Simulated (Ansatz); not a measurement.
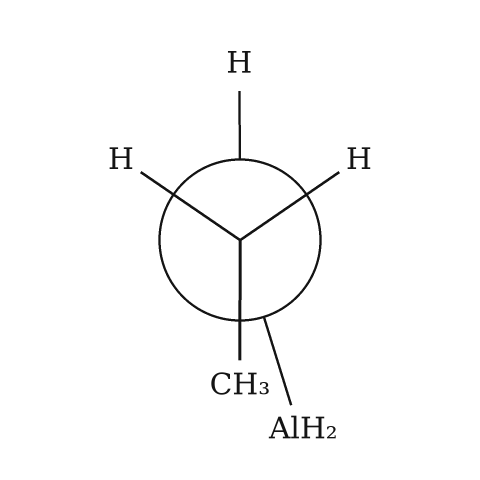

A Newman projection along the C–Al bond, carbon in front; angles are drawn as computed, but eclipsed bonds slightly apart. The computed structure is the end point of a PBE0-D4/def2-TZVP optimisation.

Q: Which molecule is it?

A: C2H8Al2, C[CH2][AlH][AlH2]

Q: What is the torsion angle from the front CH3 to the back AlH2? The sign is positive where the front bond must turn clockwise to cover the back bond.

A: 0°, synperiplanar (eclipsed).
